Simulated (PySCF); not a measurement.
H$_{2}$P, doublet, SMILES `[PH2]`.

PySCF calculation, LDA (SVWN)/6-311+G**, gas phase; geometry: GFN2-xTB. No frequency check shows the geometry to be a minimum. GFN2-xTB bond lengths at metals and heavier atoms can be off by up to 0.1 Å and shapes distorted, which carries into these values. GFN2-xTB doesn't know the spin state, so this open-shell geometry is rough.

Geometry (Å), atoms numbered from 1:

```
P1      -0.0001   -0.1144    0.0000
H2       0.9966    0.8575    0.0000
H3      -0.9959    0.8582    0.0000
```

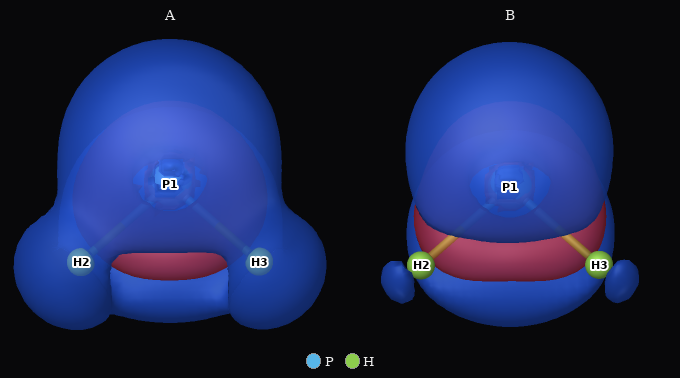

The two Fukui functions at ±0.02 e/Å³ (blue positive, red negative).

> Why do the two look alike?

The electron leaves from or enters the same singly occupied orbital. A is f⁻, B is f⁺. f⁻ (Hirshfeld-condensed) is largest on P1 (0.78); the vertical ionisation energy is 10.00 eV (to the singlet cation, which needn't be its lowest state). f⁺ (Hirshfeld-condensed) is largest on P1 (0.79); the vertical electron affinity is 1.45 eV (to the singlet anion, which needn't be its lowest state; the anion's highest orbital has positive energy, so this value and f⁺ depend on the basis).
